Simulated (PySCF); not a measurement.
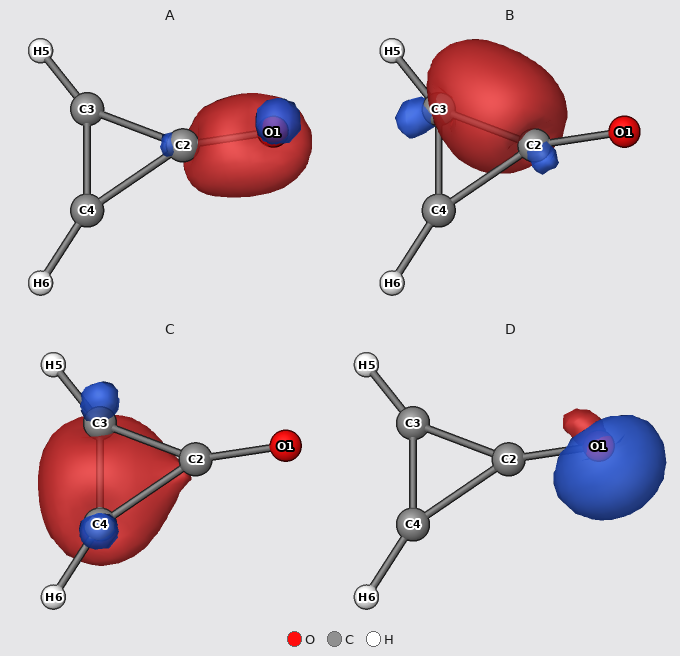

Figure. C₃H₂O, SMILES `O=C1C=C1`. Localised orbitals, occupied; each surface holds about 70 % of the orbital's density. Energies are diagonal elements of the Fock matrix.

PySCF calculation, BP86/def2-SVP, gas phase; geometry: GFN2-xTB. No frequency check shows the geometry to be a minimum.

**Identify each orbital.**

By panel:
- A: bent (banana) bond O1–C2 (O1 65 %, C2 35 %; −15.5 eV)
- B: bent (banana) bond C3–C2 (C3 54 %, C2 43 %; −13.3 eV)
- C: bent (banana) bond C4–C3 (C4 45 %, C3 45 %, C2 8 %; −12.9 eV)
- D: lone pair on O1 (sp1.9-type) (O1 93 %, C2 6 %; −10.8 eV)

**Which localisation scheme gives orbitals like these: Pipek–Mezey, IBO or Foster–Boys?**

Foster–Boys: it mixes σ and π into equivalent bent bonds, while the other two keep them apart.

**How do all the valence pairs divide up?**

10 pairs: 6 bent bonds, 2 σ bonds and 2 lone pairs.

The PySCF run took 3.7 s on 1 thread of Intel(R) Xeon(R) 6975P-C (Granite Rapids) (shared host), peak memory 0.31 GiB.
